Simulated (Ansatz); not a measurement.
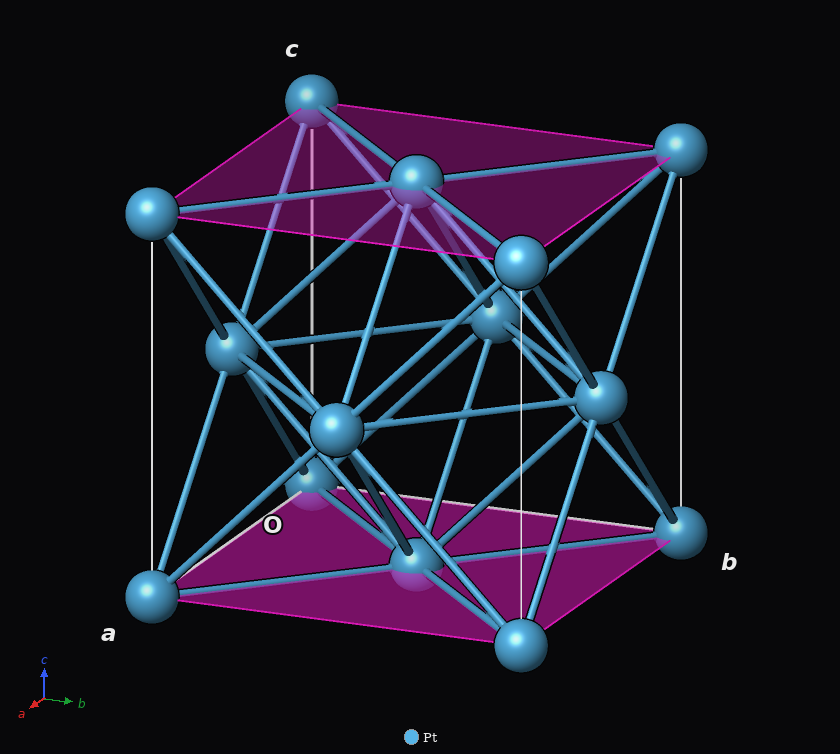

Crystal: Pt, coordinates from a relaxation with DFT, BLYP, plane waves (420 eV) with PAW, scalar-relativistic in Ansatz 0.2.0. Every member of one family of equally spaced planes, hx + ky + lz = a whole number, that cuts the unit cell is shaded (one member passes through the origin O). Geometry calculated from the standardised cell; symmetry tolerance 0.002 Å.

a = 4.053 Å, b = 4.053 Å, c = 4.053 Å, α = 90.00°, β = 90.00°, γ = 90.00°.

**Index the planes.**

(0 0 1); the opposite sign names the same planes. The member next to the origin meets the axes a never, b never, c at 1.

**What is the spacing?**

d = 4.053 Å.

**Which atoms of the cell lie in these planes (within 0.03 Å)?**

2 of the 4 Pt.

**The space group is Fm-3m, No. 225. How many reflections hkl are equivalent to this one (itself included), and does it occur?**

6 reflections are equivalent in the Laue class m-3m. The reflection is systematically absent, by the centring.
